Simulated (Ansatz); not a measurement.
TiC: pressure series

The reference is TiC in the rock salt structure (space group Fm-3m, No. 225).

```
TiC
1.0
    0.00000     2.16633     2.16633
    2.16633     0.00000     2.16633
    2.16633     2.16633     0.00000
C Ti
1 1
Direct
  0.00000   0.00000   0.00000
  0.50000   0.50000   0.50000
```

Cell and atoms are relaxed at each pressure.

Levels (all Ansatz, a first-principles code, PAW, earlier PAW set): PBE (420 eV, no SOC); r2SCAN (500 eV, no spin-orbit coupling).

The base cell above is that of PBE; each level relaxes its own structures.

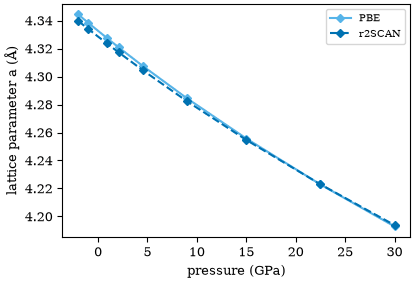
Figure. Lattice parameter a under two levels

Problem. How do the two levels compare along the series?

Solution. The two levels differ by at most about 0.005 Å. They put the cases in the same order.

Load acts through the strain it causes; cell and atoms are relaxed under it. Whether these cells are dynamically stable was not tested. Competing high-pressure phases were not computed. The final runs are not spin-polarised.
